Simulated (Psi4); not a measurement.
# SnH2ClO (SMILES [OH][SnH][Cl]): UHF/def2-SV(P) (core potential, sweep point 1)

Aim: the vertical electron affinity of SnH2ClO at UHF/def2-SV(P) (core potential, sweep point 1), from 2 runs. 

The results are computed with Psi4 1.11.

## (1) The structure to begin with

The species is SnH2ClO (5 atoms), meant as a doublet with charge 0. SMILES: `[OH][SnH][Cl]`. The coordinates come from a PBE0-D4/def2-TZVP relaxation. This is one conformer, not always the lowest.

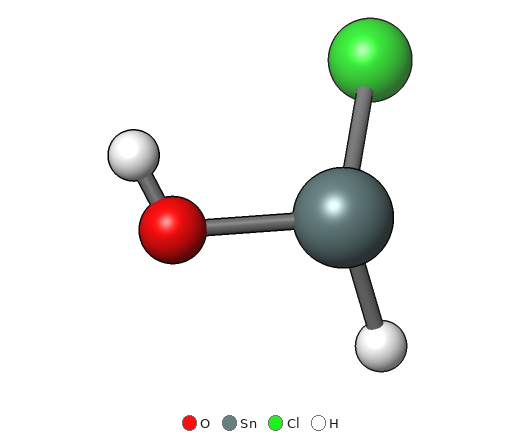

The structure, seen from a chosen angle (oxygen red, tin teal, chlorine green, hydrogen white).

## (2) A single-point energy at UHF/def2-SV(P) (core potential, sweep point 1)

Input file input.dat:

```
memory 1600 mb

molecule {
  0 2
  O     -1.283600     0.069700    -0.537300
  Sn     0.678700     0.118800    -0.475700
  Cl     1.263300    -1.237700     1.355600
  H     -1.653300    -0.790500    -0.318200
  H      1.044700     1.766200    -0.065800
  units angstrom
  symmetry c1
}

set reference uhf
set puream true
set scf_type pk
set maxiter 150

E = energy("hf/def2-SV(P)")
```

Launch:

```sh
$ psi4 -n 1 input.dat output.dat
```

output.dat:

```text
[...]
    !!!  WARNING: ECP capability is in beta. Please check occupations closely.  !!!
[...]
  Running in c1 symmetry.
[...]
  Nuclear repulsion =  175.205929457982222
[...]
  Multiplicity = 2
[...]
  Nalpha       = 25
  Nbeta        = 24
[...]
    Number of basis functions: 62
[...]
   @UHF iter   1:  -748.54584128543013   -2.04150e+00   8.68320e-03 DIIS/ADIIS
[...]
   @UHF iter  11:  -748.68246928633664   -2.23283e-08   4.18544e-07 DIIS
[...]
   @S^2 Observed:                7.619893410E-01
[...]
    Orbital Energies [Eh]
    ---------------------
    Alpha Occupied:
       1A   -104.772994     2A    -20.546530     3A    -10.535457
       4A     -8.011359     5A     -8.007437     6A     -8.007131
       7A     -5.913494     8A     -4.104570     9A     -4.101386
      10A     -4.098776    11A     -1.391195    12A     -1.373472
      13A     -1.369058    14A     -1.366030    15A     -1.364657
      16A     -1.271138    17A     -1.061221    18A     -0.703278
      19A     -0.611519    20A     -0.532721    21A     -0.510650
      22A     -0.492800    23A     -0.456557    24A     -0.448734
      25A     -0.352775
    Alpha Virtual:
[...]
  @UHF Final Energy:  -748.68246928633664
   => Energetics <=
    Nuclear Repulsion Energy =            175.2059294579822222
    One-Electron Energy =               -1465.5451501680979618
    Two-Electron Energy =                 541.6567514237791556
    Total Energy =                       -748.6824692863366408
  UHF NO Occupations:
  HONO-2 :   23  A 1.9986499
  HONO-1 :   24  A 1.9961537
[...]
 Multipole Moments:
 ------------------------------------------------------------------------------------
     Multipole            Electronic (a.u.)      Nuclear  (a.u.)        Total (a.u.)
 ------------------------------------------------------------------------------------
 L = 1.  Multiply by 2.5417464519 to convert [e a0] to [Debye]
 Dipole X            :          8.0189793           -7.6774618            0.3415175
 Dipole Y            :         17.4500398          -17.4966484           -0.0466086
 Dipole Z            :        -25.7050757           24.8941231           -0.8109525
 Magnitude           :                                                    0.8811643
[...]
```

It took 1.9 s on 1 thread of Intel Xeon Platinum 8559C (Emerald Rapids), shared host; peak memory 0.21 GiB.

## (3) The singlet anion at the same level

Input file calc.inp:

```
memory 1600 mb

molecule mol {
  -1 1
  O     -1.283600     0.069700    -0.537300
  Sn     0.678700     0.118800    -0.475700
  Cl     1.263300    -1.237700     1.355600
  H     -1.653300    -0.790500    -0.318200
  H      1.044700     1.766200    -0.065800
  symmetry c1
}

set globals {
  basis def2-SV(P)
  puream true
  scf_type pk
}

e = energy("hf")
print_variables()
```

Launch:

```sh
$ psi4 -n 1 calc.inp calc.out
```

calc.out:

```text
[...]
    !!!  WARNING: ECP capability is in beta. Please check occupations closely.  !!!
[...]
  Running in c1 symmetry.
[...]
  Nuclear repulsion =  175.205929457982222
[...]
  Multiplicity = 1
[...]
  Nalpha       = 25
  Nbeta        = 25
[...]
    Number of basis functions: 62
[...]
   @RHF iter   1:  -748.56142892858395   -2.05709e+00   9.38657e-03 ADIIS/DIIS
[...]
   @RHF iter   9:  -748.71818396821914   -2.04170e-08   4.35752e-07 DIIS
[...]
    Orbital Energies [Eh]
    ---------------------
    Doubly Occupied:
       1A   -104.560369     2A    -20.325825     3A    -10.324166
       4A     -7.798605     5A     -7.796741     6A     -7.796549
       7A     -5.644504     8A     -3.836202     9A     -3.832925
      10A     -3.828299    11A     -1.136470    12A     -1.107406
      13A     -1.098410    14A     -1.097041    15A     -1.093463
      16A     -1.042275    17A     -0.853962    18A     -0.475248
      19A     -0.387530    20A     -0.309023    21A     -0.292678
      22A     -0.275078    23A     -0.255261    24A     -0.246134
      25A     -0.062344
[...]
  @RHF Final Energy:  -748.71818396821914
   => Energetics <=
    Nuclear Repulsion Energy =            175.2059294579822222
    One-Electron Energy =               -1476.8952091055634810
    Two-Electron Energy =                 552.9710956793621790
    Total Energy =                       -748.7181839682191367
[...]
 Multipole Moments:
 ------------------------------------------------------------------------------------
     Multipole            Electronic (a.u.)      Nuclear  (a.u.)        Total (a.u.)
 ------------------------------------------------------------------------------------
 L = 1.  Multiply by 2.5417464519 to convert [e a0] to [Debye]
 Dipole X            :          7.5470288           -7.6774618           -0.1304330
 Dipole Y            :         17.2664568          -17.4966484           -0.2301916
 Dipole Z            :        -24.8007503           24.8941231            0.0933729
 Magnitude           :                                                    0.2805699
[...]
```

Run time: 1.9 s. Hardware: 1 thread of Intel Xeon Platinum 8559C (Emerald Rapids), shared host; peak memory 0.21 GiB.

## (4) Results

At UHF/def2-SV(P) (core potential, sweep point 1):

| quantity | value |
| --- | --- |
| doublet SnH2ClO: total energy | -748.68247 Eh |
| doublet SnH2ClO: dipole moment | 2.24 D |
| doublet SnH2ClO: HOMO energy (highest over α and β) | -9.60 eV |
| doublet SnH2ClO: LUMO energy (lowest over α and β) | -0.30 eV |
| doublet SnH2ClO: ⟨S²⟩ | 0.762 |
| singlet anion: total energy | -748.71818 Eh |
| singlet anion: HOMO energy | -1.70 eV |
| singlet anion: LUMO energy | 8.28 eV |
| singlet anion: HOMO–LUMO gap (to an unbound level, set by the basis) | 9.98 eV |
| vertical electron affinity (to the singlet anion) | 0.972 eV |

At fixed nuclei the extra electron is bound by 0.97 eV (93.8 kJ/mol). The basis has no diffuse functions, so the error can be as large as this value.
